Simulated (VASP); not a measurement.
Band structure of CdS (space group P6_3mc). Computed with modified Becke-Johnson potential (mBJ) with spin-orbit coupling, VASP's PBE PAW potentials (set 64) (plane waves; VASP).

mBJ is a potential without an energy functional, so only the levels count.

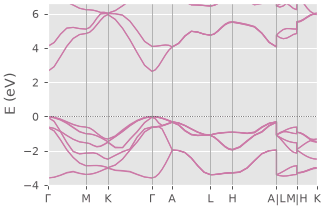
Figure: Bands along high-symmetry lines, zero at the valence-band maximum or, without a gap, the Fermi level

Question: Read the plot: is there a gap, and where are the band edges?

Answer: The gap is direct, 2.63 eV, from the valence maximum at Γ to the conduction minimum at Γ.

The structure comes from a computed database's CdS entry (P6_3mc); how it stands against other phases isn't given here. It was relaxed first. The k-mesh is coarse (spacing up to 0.43 per Å, 2π included), so the numbers may not be converged in it. The cell's shape comes from a PBE relaxation.
